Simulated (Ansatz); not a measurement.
YN: N vacancy

Take a 24-atom supercell of YN in the rock salt structure (space group Fm-3m, No. 225; a = 4.8562 Å) at its relaxed geometry as the base.

Modification: a neutral N vacancy, atoms relaxed at fixed cell, starting from a slightly rattled geometry.

Calculations: DFT with PBEsol, PAW potentials and a 420 eV plane-wave cutoff in Ansatz (a quantum-chemistry and plane-wave program), spin-orbit coupling left out. Γ-centred 4×3×4 mesh, Fermi–Dirac width 0.05 eV.

```yaml
pressure: 0.7 GPa (base 0.0 GPa)
gap_of_the_supercell: zero (base 0.08 eV)
mean_distance_from_the_defect_site_to_its_nearest_host_atoms: 249 pm (base 243 pm)
```

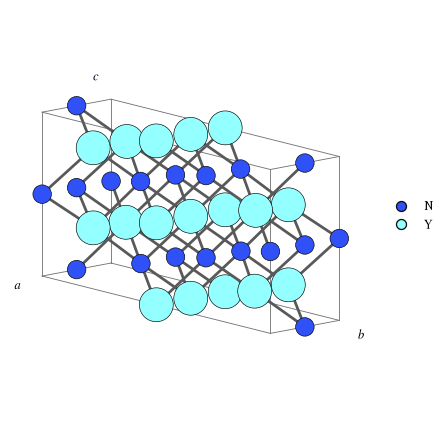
The relaxed cell after the change

Cost of the whole job for the changed cell (relaxation, final SCF and bands): very roughly 5 core-minutes.

The cell is small, so the values are those of an ordered compound at a high defect concentration; dilute-limit values will differ. A case with no gap was solved on a k-mesh chosen for an insulator, which is coarse for it. All final runs are without spin polarisation. The defect cell is not spin-polarised. The zero or small gap of YN can change with the level of theory.
